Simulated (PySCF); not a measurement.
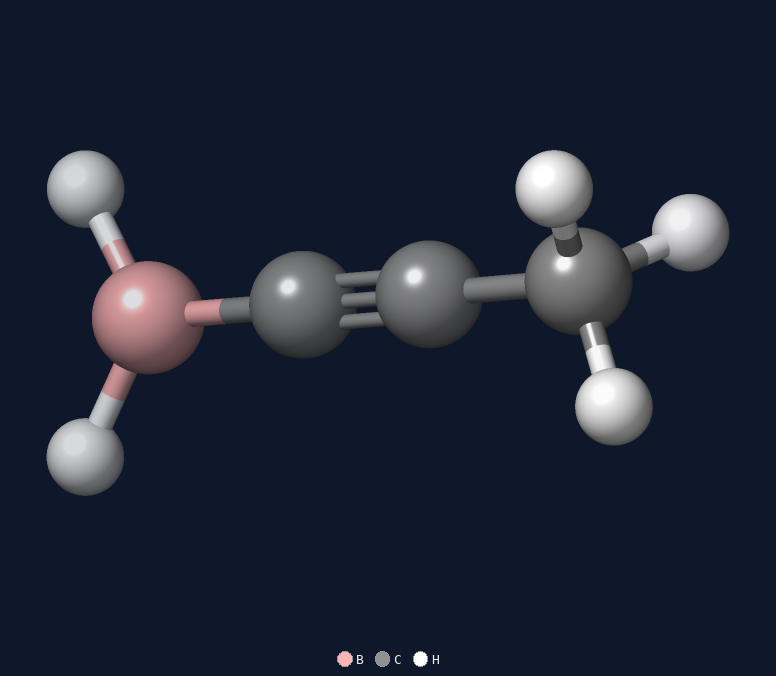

A ball-and-stick model of a molecule.

> What is the molecular formula?

C₃H₅B, 9 atoms: 3 carbon, 5 hydrogen and 1 boron.

> Give a SMILES string for it.

BC#CC

> Name functional groups in it.

Among them: alkyne, B–H bond.

> Count the bonded pairs by element.

3 C–H, 2 C–C, 2 B–H, 1 C–B.

The parts below concern this one geometry. Atoms keep their numbers from picture to picture. The computed structure is the end point of a PBE0-D3(BJ)/def2-SVP optimisation. No frequency run is at hand to confirm it as a minimum.

Shape

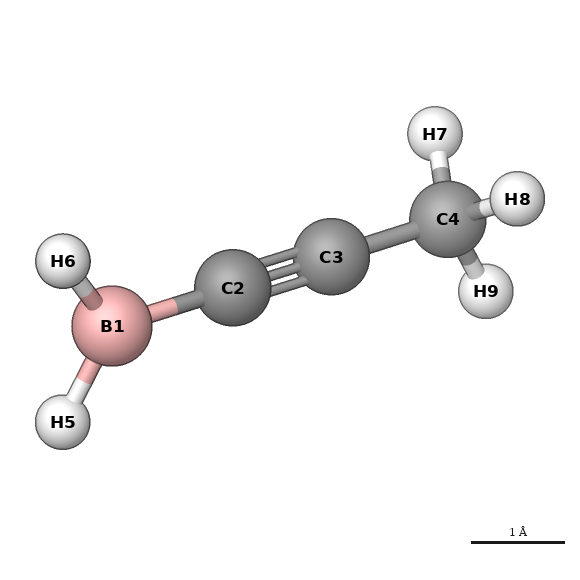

Atoms carry their numbers in the input. No frequency run is at hand to confirm it as a minimum.

Give the bond lengths.

```csv
bond,length (Å),order
B1–C2,1.501,single
B1–H5,1.209,single
B1–H6,1.209,single
C2–C3,1.224,triple
C3–C4,1.448,single
C4–H7,1.102,single
C4–H8,1.102,single
C4–H9,1.101,single
```

Spin–spin coupling

No frequency run is at hand to confirm it as a minimum. Level of theory: B3LYP/pcJ-1 indirect spin-spin coupling, non-relativistic, gas phase (PySCF 2.14.0). Isotopes: 11B, 13C, 1H.

Give the spin–spin coupling constants of these pairs, with the number of bonds between them: C2/C3, C3/C4, C4/H9, C2/H6, C3/H8, C3/H7, H7/H8, H7/H9, B1/C4, C2/H9, C3/H6, C3/H5.

```csv
pair,bonds apart,J (Hz)
"C2, C3",1,170.6
"C3, C4",1,72.6
"C4, H9",1,142.4
"C2, H6",2,3.3
"C3, H8",2,−10.8
"C3, H7",2,−11.0
"H7, H8",2,−21.2
"H7, H9",2,−17.7
"B1, C4",3,1.5
"C2, H9",3,4.7
"C3, H6",3,4.6
"C3, H5",3,4.7
```

Electronic properties

No frequency run is at hand to confirm it as a minimum. Level of theory: B3LYP/pcJ-1, gas phase (PySCF 2.14.0).

> Give the HOMO energy (Kohn–Sham orbital) at this level.

−7.25 eV.

> What is the dipole moment?

2.31 D.

> Estimate the HOMO–LUMO gap.

5.02 eV.

NMR shielding

The questions are on isotropic NMR shieldings of the C atoms. No frequency run is at hand to confirm it as a minimum. Level of theory: GIAO mPW1PW91/pcSseg-2 NMR shielding, non-relativistic, gas phase (PySCF 2.14.0).

List the isotropic NMR shieldings of the C atoms.

| atom | σ (ppm) |
| --- | --- |
| C2 | 82.2 |
| C3 | 20.9 |
| C4 | 175.1 |
